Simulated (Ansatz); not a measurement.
```xyz
7

Ge   -0.1455    0.0445   -0.0963
O    -0.3427    0.2081    1.6703
H    -0.2515   -0.6230    2.1542
O     1.5748   -0.0830   -0.5549
H     1.9719   -0.9417   -0.3595
H    -0.6159    1.3748   -0.6813
H    -0.9060   -1.2132   -0.5834
```

Theory: RKS B3LYP/def2-SVP (Ansatz 0.2.0).

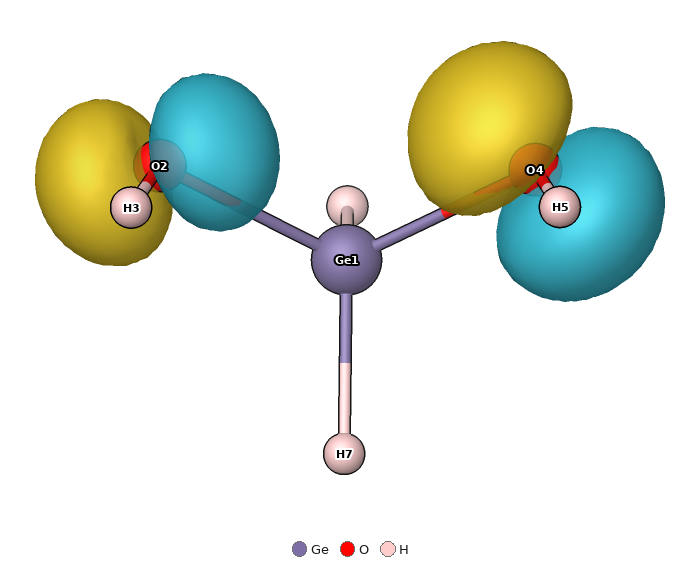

GeH4O2. The HOMO at ±0.2 Å⁻³ᐟ² (yellow and cyan are the two phases), seen from one side.

What is the character of this orbital?

Its weight (Hirshfeld) is mainly on O2 (about 45 %) and O4 (about 45 %); largely a combination of lone pairs on O2 and O4. Its energy is −8.19 eV.
